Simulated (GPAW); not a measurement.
**Property calculation, with input and output: AlNH3**

AlNH3, multiplicity 2, computed with revPBE/real-space grid, UKS, scalar-relativistic datasets (GPAW 26.7.0).

The geometry comes from this level: PBE0-D4/def2-TZVP.

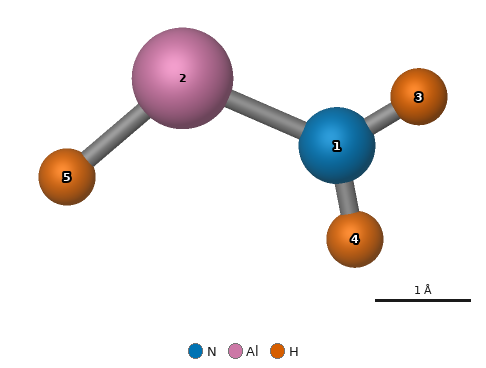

Fig. 1: The structure (ball-and-stick view, seen at a tilt; atoms are numbered from 1 in the order of the input). Sticks mark near contacts.

### Key numbers

| quantity | value |
| --- | --- |
| outcome | converged |
| energy relative to the program's reference atoms | −20.8485 eV |
| largest force | 0.544 eV/Å |
| dipole moment | 1.13 D |
| hardware | 1 thread of Intel Xeon (Granite Rapids), 16 GiB of memory available, shared host |
| wall time | 25 s |
| peak memory | 0.77 GiB |

### Input file (calc.py)
```python
import numpy as np
from ase.io import read
from ase.units import Debye
from gpaw import GPAW

mol = read('gs.xyz')
mol.center(vacuum=4.5)
mol.set_initial_magnetic_moments([0.5, 0.5, 0.0, 0.0, 0.0])

calc = GPAW(mode='fd',
            occupations={'name': 'fermi-dirac', 'width': 0.01, 'fixmagmom': True},
            symmetry='off',
            maxiter=100,
            xc='revPBE',
            h=0.18,
            txt='gs.txt')
mol.calc = calc

energy = mol.get_potential_energy()
print(f'Energy                  {energy:.5f} eV')
forces = mol.get_forces()
print('Forces (eV/Ang)')
for symbol, f in zip(mol.symbols, forces):
    print(f'{symbol:2} {f[0]:9.4f} {f[1]:9.4f} {f[2]:9.4f}')
dipole = mol.get_dipole_moment() / Debye
print(f'Dipole = {np.linalg.norm(dipole):.3f} D')
print('Moments:', mol.get_magnetic_moments().round(3))
```

### File gs.xyz
```
5

N     -0.116600    -0.660800     0.175100
Al     0.836600     0.833900     0.120800
H      0.148500    -1.505300     0.655500
H     -1.010300    -0.782800    -0.277400
H      0.191800     2.041400    -0.715400
```

Launch command:
```bash
python calc.py
```

### Output
```
Energy                  -20.84855 eV
Forces (eV/Ang)
N    -0.0295   -0.0652   -0.0363
Al    0.3908    0.3702    0.0811
H     0.0712   -0.3407    0.1638
H    -0.3552   -0.0811   -0.1654
H    -0.0741    0.1374   -0.0950
Dipole = 1.129 D
Moments: [ 0.01   0.206 -0.     0.006  0.04 ]
```
